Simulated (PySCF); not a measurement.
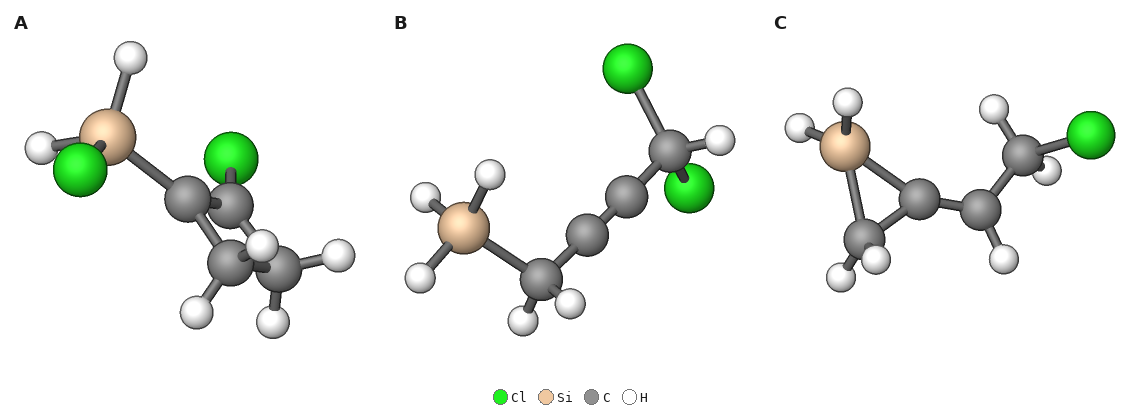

The picture comes from a calculation with PySCF.

```xyz
13
charge 0, multiplicity 1
Cl    2.7860   -1.6770    0.1924
Si    2.0822    0.1985    0.4495
C     0.2522    0.1292    0.0765
C    -0.7521    1.0161    0.0650
Cl   -0.8415    2.6836    0.3976
C    -1.8215    0.0532   -0.3477
C    -0.6824   -0.9954   -0.3445
H     2.3244    0.5928    1.8353
H     2.7775    1.0805   -0.4852
H    -2.6064   -0.1110    0.3883
H    -2.2716    0.2478   -1.3194
H    -0.4576   -1.4289   -1.3161
H    -0.7938   -1.7887    0.3906
```

Question: Which picture belongs to the input above?

Answer: A. The file holds C4H6Cl2Si, `Cl[SiH2]C1=C(Cl)CC1`.
